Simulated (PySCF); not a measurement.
**One shape, several levels: C4H10O (SMILES COC(C)C)**

Wanted: a comparison of 5 runs (BLYP/def2-SVP, PBE/def2-SVP, SVWN5/def2-SVP, revPBE/def2-SVP, CCSD(T)/def2-SVP) of C4H10O. 

The calculation is run with PySCF 2.14.0.

### Step 1. The molecule

The species is C4H10O (15 atoms), meant as a singlet with charge 0. SMILES: `COC(C)C`. Geometry: relaxed at PBE0-D4/def2-TZVP. This is one conformer, not always the lowest.

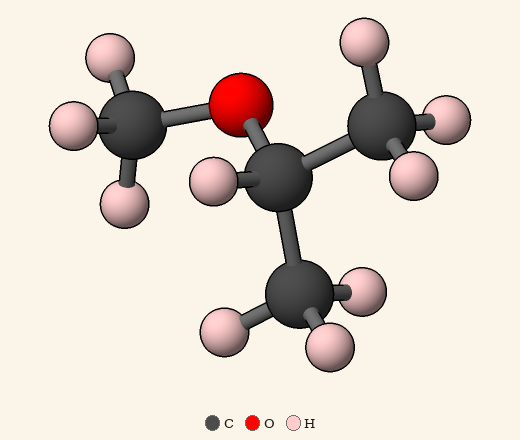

The structure, seen from a chosen angle (carbon dark grey, oxygen red, hydrogen pink).

### Step 2. The energy at BLYP/def2-SVP (run 1)

Input file mol.xyz:

```xyz
15

C     -1.567030    -0.293790     1.263640
O     -1.091580    -0.307810    -0.052110
C      0.156430     0.335360    -0.230930
C      1.302020    -0.463180     0.367370
C      0.327490     0.536500    -1.719710
H     -0.964640    -0.915190     1.938460
H     -1.596800     0.727990     1.669080
H     -2.582140    -0.692130     1.245550
H      0.113150     1.320360     0.263530
H      2.251820     0.047030     0.191350
H      1.350530    -1.452500    -0.094880
H      1.192430    -0.591290     1.445880
H      1.258140     1.066130    -1.933440
H      0.355330    -0.430460    -2.228070
H     -0.505140     1.112980    -2.125720
```

Input file run.py:

```python
from pyscf import gto, dft

molecule = gto.M(
    atom='mol.xyz',
    charge=0,
    basis='def2-svp',
    verbose=3,
    max_memory=1860,
)

calc0 = dft.RKS(molecule)
calc0.xc = 'blyp'
calc0.grids.level = 5
calc0.conv_tol = 1e-10
calc0.kernel()
if not calc0.converged:
    calc0 = calc0.newton().run(calc0.mo_coeff, calc0.mo_occ)

e_tot = calc0.e_tot
print(f'total energy: {e_tot:.8f} hartree')
```

Launch:

```bash
$ OMP_NUM_THREADS=1 python run.py
```

Standard output:

```text
converged SCF energy = -233.355384960827
total energy: -233.35538496 hartree
```

It took 42 s on 1 thread of Intel Xeon at 2.70GHz, shared host; peak memory 0.68 GiB.

### Step 3. A single-point energy at PBE/def2-SVP (run 2)

Input file calc.py:

```python
from pyscf import gto, dft

system = gto.M(
    atom='''
C     -2.961258    -0.555183     2.387934
O     -2.062787    -0.581677    -0.098474
C      0.295610     0.633739    -0.436394
C      2.460461    -0.875283     0.694229
C      0.618866     1.013838    -3.249781
H     -1.822905    -1.729458     3.663159
H     -3.017515     1.375702     3.154104
H     -4.879537    -1.307936     2.353748
H      0.213823     2.495119     0.498000
H      4.255323     0.088874     0.361599
H      2.552132    -2.744827    -0.179297
H      2.253366    -1.117376     2.732317
H      2.377540     2.014694    -3.653672
H      0.671476    -0.813452    -4.210442
H     -0.954576     2.103227    -4.017029
''',
    unit='bohr',
    verbose=4,
    basis='def2-svp',
    charge=0,
    max_memory=1860,
)

mf = dft.RKS(system, xc='pbe')
mf.conv_tol = 1e-10
mf.grids.level = 5
mf.kernel()
if not mf.converged:
    mf = mf.newton().run(mf.mo_coeff, mf.mo_occ)

e_tot = mf.e_tot
print('Final energy', e_tot)
```

Launch:

```bash
$ OMP_NUM_THREADS=1 python calc.py
```

Standard output:

```text
PySCF version 2.14.0

[... 88 lines left out ...]
converged SCF energy = -233.171210946278
Final energy -233.17121094627836
```

It took 43 s on 1 thread of Intel Xeon at 2.70GHz, shared host; peak memory 0.68 GiB.

### Step 4. The energy at SVWN5/def2-SVP (run 3)

Input file run.py:

```python
# COC(C)C
from pyscf import gto, dft

molecule = gto.M(
    atom='''
C       -1.567030      -0.293790       1.263640
O       -1.091580      -0.307810      -0.052110
C        0.156430       0.335360      -0.230930
C        1.302020      -0.463180       0.367370
C        0.327490       0.536500      -1.719710
H       -0.964640      -0.915190       1.938460
H       -1.596800       0.727990       1.669080
H       -2.582140      -0.692130       1.245550
H        0.113150       1.320360       0.263530
H        2.251820       0.047030       0.191350
H        1.350530      -1.452500      -0.094880
H        1.192430      -0.591290       1.445880
H        1.258140       1.066130      -1.933440
H        0.355330      -0.430460      -2.228070
H       -0.505140       1.112980      -2.125720
''',
    spin=0,
    charge=0,
    max_memory=1860,
    verbose=3,
    basis='def2-svp',
)

mf = dft.RKS(molecule, xc='svwn')
mf.conv_tol = 1e-10
mf.grids.level = 5
mf.kernel()
if not mf.converged:
    mf = mf.newton().run(mf.mo_coeff, mf.mo_occ)

e_final = mf.e_tot
print('Final energy', e_final)
```

Launch:

```bash
$ OMP_NUM_THREADS=1 python run.py
```

Standard output:

```text
converged SCF energy = -231.437017213271
Final energy -231.43701721327056
```

Run time: 29 s. Hardware: 1 thread of Intel Xeon at 2.70GHz, shared host; peak memory 0.48 GiB.

Run 4 isn't shown in full; the table further down has it.

### Step 5. The energy at CCSD(T)/def2-SVP (run 5)

Input file job.py:

```python
# COC(C)C
from pyscf import gto, cc

mol = gto.M(
    atom='''
C     -2.961258    -0.555183     2.387934
O     -2.062787    -0.581677    -0.098474
C      0.295610     0.633739    -0.436394
C      2.460461    -0.875283     0.694229
C      0.618866     1.013838    -3.249781
H     -1.822905    -1.729458     3.663159
H     -3.017515     1.375702     3.154104
H     -4.879537    -1.307936     2.353748
H      0.213823     2.495119     0.498000
H      4.255323     0.088874     0.361599
H      2.552132    -2.744827    -0.179297
H      2.253366    -1.117376     2.732317
H      2.377540     2.014694    -3.653672
H      0.671476    -0.813452    -4.210442
H     -0.954576     2.103227    -4.017029
''',
    charge=0,
    max_memory=1860,
    verbose=3,
    unit='bohr',
    basis='def2-svp',
)

myscf = mol.RHF()
myscf.conv_tol = 1e-10
myscf.kernel()
if not myscf.converged:
    myscf = myscf.newton().run(myscf.mo_coeff, myscf.mo_occ)

mycc = cc.CCSD(myscf, frozen=5)
mycc.kernel()
e_t = mycc.ccsd_t()
e_tot = mycc.e_tot + e_t
print('E(%s) = %.9f' % ('CCSD(T)', e_tot))
```

Launch:

```bash
$ OMP_NUM_THREADS=1 python job.py
```

Standard output:

```text
converged SCF energy = -231.973104140419
E(CCSD) = -232.8006530692869  E_corr = -0.8275489288674366
CCSD(T) correction = -0.0226741888581876
E(CCSD(T)) = -232.823327258
```

Wall time 3.5 min (1 thread of Intel Xeon at 2.70GHz, shared host); peak memory 1.8 GiB.

### Step 6. The series

| run | level | integration grid | frozen core orbitals | energy (Eh) | dipole moment (D) of the reference | HOMO energy (eV) | LUMO energy (eV) | wall time |
| --- | --- | --- | --- | --- | --- | --- | --- | --- |
| 1 | BLYP/def2-SVP | 5 | – | -233.355385 | 1.08 | -5.40 | 0.97 | 42 s |
| 2 | PBE/def2-SVP | 5 | – | -233.171211 | 1.09 | -5.51 | 0.97 | 43 s |
| 3 | SVWN5/def2-SVP | 5 | – | -231.437017 | 1.12 | -5.60 | 0.77 | 29 s |
| 4 | revPBE/def2-SVP | 5 | – | -233.404917 | 1.09 | -5.48 | 1.07 | 43 s |
| 5 | CCSD(T)/def2-SVP | – | 5 | -232.823327 | 1.46 | -11.27 | 4.77 | 3.5 min |

### Step 7. Summary of results

| quantity | value |
| --- | --- |
| run 5: total energy | -232.82333 Eh |
| run 5: dipole moment (Hartree–Fock density) | 1.46 D |
| run 5: HOMO energy (Hartree–Fock orbitals) | -11.27 eV |
| run 5: LUMO energy (Hartree–Fock orbitals) | 4.77 eV |
| run 5: HOMO–LUMO gap (Hartree–Fock orbitals) | 16.04 eV |
| run 5: correlation energy (5 core orbitals frozen) | -850.2 mEh |
| run 5: (T) correction | -22.67 mEh |
| run 5: T1 diagnostic | 0.009 |

What this shows: Over runs 1, 2, 3, 4 the dipole moment (its size) runs from 1.08 D (BLYP/def2-SVP) to 1.12 D (SVWN5/def2-SVP). Over runs 1, 2, 3, 4 the HOMO–LUMO gap runs from 6.37 eV (BLYP/def2-SVP) to 6.55 eV (revPBE/def2-SVP). Totals of different functionals can't be ranked against each other. All runs together took 6.1 min, the longest 3.5 min.
